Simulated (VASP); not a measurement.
Here is the system:

```xyz
4
Lattice="3.7341 0.0000 0.0000 0.0000 3.7341 0.0000 0.0000 0.0000 3.7341" Properties=species:S:1:pos:R:3 pbc="T T T"
Cu     0.0000     1.8670     1.8670
Cu     1.8670     0.0000     1.8670
Cu     1.8670     1.8670     0.0000
Au     0.0000     0.0000     0.0000
```

Method: PBE GGA with D4 dispersion, VASP's PBE PAW potentials (set 64) (plane waves; VASP). Run with 520 eV cut-off, 9×9×9 Γ-centred mesh, tetrahedra with Blöchl corrections, potentials Cu Au.

Unless said otherwise, spin-orbit coupling is left out, though it shifts the bands of the heavy elements here.

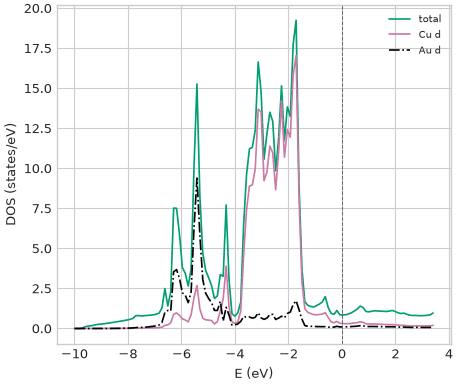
Fig. 1. Total and projected density of states, zero at the Fermi level

Within 2 eV below the Fermi level the largest weight inside VASP's projection spheres is Cu d.

It has no gap at this level: it comes out as a metal or semimetal.

The compound is Cu3Au in the L1_2 structure. It was relaxed first.
